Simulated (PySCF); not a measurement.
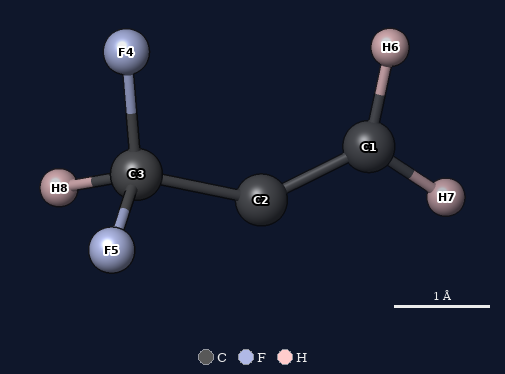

**Figure 1.** The structure as given in the input (ball-and-stick view, seen at a tilt; atoms are numbered from 1 in the order of the input).

# C$_{3}$H$_{3}$F$_{2}$: EPR calculation

System: C$_{3}$H$_{3}$F$_{2}$, multiplicity 2, SMILES C=[C]C(F)F.
Method: UKS B3LYP, pcH-1 on C F H, non-relativistic, mean-field spin-orbit, GIAO (PySCF 2.14.0).

It belongs to a series of runs on one base structure; here: X = H replaced by CHF2.

## The program's output
```
UKS, coarse grid
  cycle   1  E = -315.62273052  |g| = 5.29e-01
  cycle   2  E = -315.48835159  |g| = 8.57e-01
  cycle   3  E = -315.71446916  |g| = 7.10e-02
  cycle   4  E = -315.71617798  |g| = 4.56e-02
  cycle   5  E = -315.71720652  |g| = 1.24e-02
  cycle   6  E = -315.71729090  |g| = 4.18e-03
  cycle   7  E = -315.71731450  |g| = 1.70e-03
  cycle   8  E = -315.71732373  |g| = 9.52e-04
UKS, final grid
  cycle   1  E = -315.71725965  |g| = 7.99e-04
  cycle   2  E = -315.71726017  |g| = 8.51e-04
  cycle   3  E = -315.71726056  |g| = 2.95e-04
  cycle   4  E = -315.71726070  |g| = 2.23e-04
  cycle   5  E = -315.71726083  |g| = 8.35e-05
  cycle   6  E = -315.71726084  |g| = 9.42e-06
E = -315.71726084 Eh   <S^2> = 0.7590 (exact 0.7500)
g shifts (ppm)      1          2          3
  rmc          -169       -169       -169
  gc             38         10         37
  oz_so        -565        -38        650
  total        -695       -197        519
hyperfine (MHz)  atom isotope    a_iso     a_fc   dipolar eigenvalues
    0   13C     -17.43     -17.43    -18.77      3.02     15.74
    1   13C     288.98     288.98    -81.62    -60.34    141.95
    2   13C      48.90      48.90     -5.55     -4.36      9.91
    3   19F     176.19     176.19   -114.68   -106.08    220.77
    4   19F      15.41      15.41    -17.72     -8.94     26.66
    5    1H     184.58     184.58     -4.86     -1.81      6.67
    6    1H     125.18     125.18     -6.49     -5.24     11.73
    7    1H       6.57       6.57     -7.66     -4.41     12.06
```

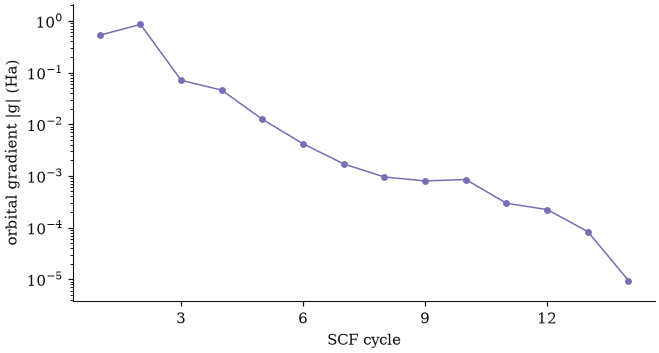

**Figure 2.** Convergence of the self-consistent field: orbital gradient |g| against the SCF cycle. All cycles printed in the log are drawn one after another.

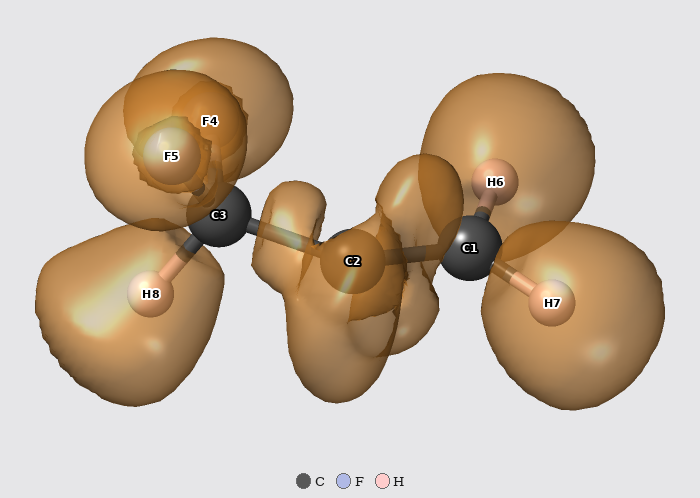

**Figure 3.** Isosurface of the ELF at 0.75 (orange), seen at an oblique angle. Only the valence region is drawn (cores and ρ < 0.01 e/Å³ removed). Profiles from the grid: C–C (1.29 Å): the ELF peaks at about 0.90 between the atoms; a double or triple bond.

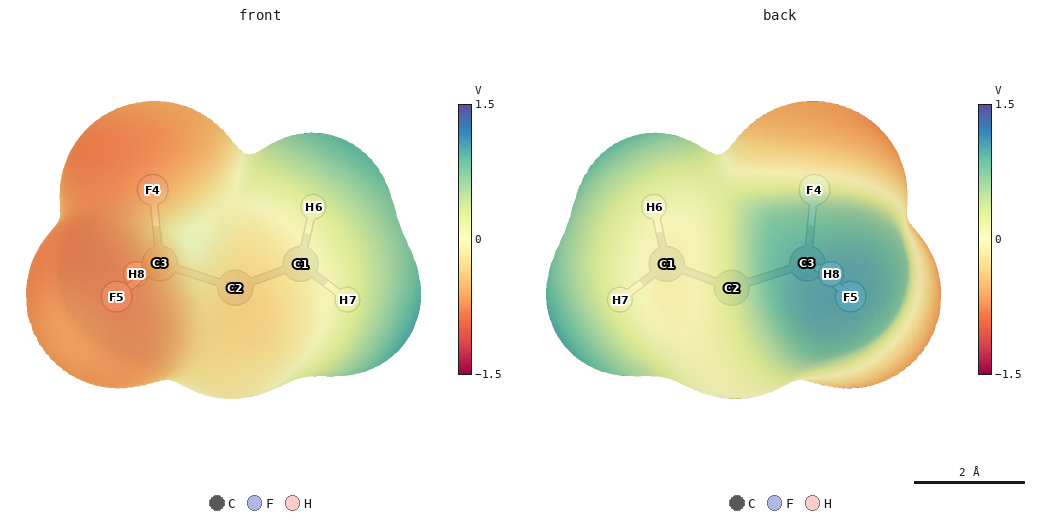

**Figure 4.** The electrostatic potential painted on the density surface at 0.001 e/bohr³, seen face on and from behind; red is negative and blue positive.

The run was set up as follows.

## Input
```
{"job": {"kind": "epr", "basis": "pcH-1"}, "charge": 0, "multiplicity": 2}
C      1.480195     0.015426     0.048352
C      0.310197    -0.292121    -0.396693
C     -1.108617    -0.045309    -0.167596
F     -1.323291     0.777721     0.917013
F     -1.781751    -1.189645     0.110198
H      1.647915     0.682389     0.896691
H      2.383649    -0.371054    -0.399212
H     -1.599241     0.432005    -1.033317
```

The first line tells a small driver script what to run in PySCF; the rest is the geometry in Å.

Run as:
```bash
OMP_NUM_THREADS=1 python <driver script> task.json out
```

## Key numbers

| quantity | value |
| --- | --- |
| outcome | converged |
| total energy | −315.717261 hartree |
| ⟨S²⟩ | 0.759 |
| isotropic g | 2.0022 |
| hardware | 1 CPU thread, shared host |
| wall time | 13 s |
| peak memory | 0.62 GiB |
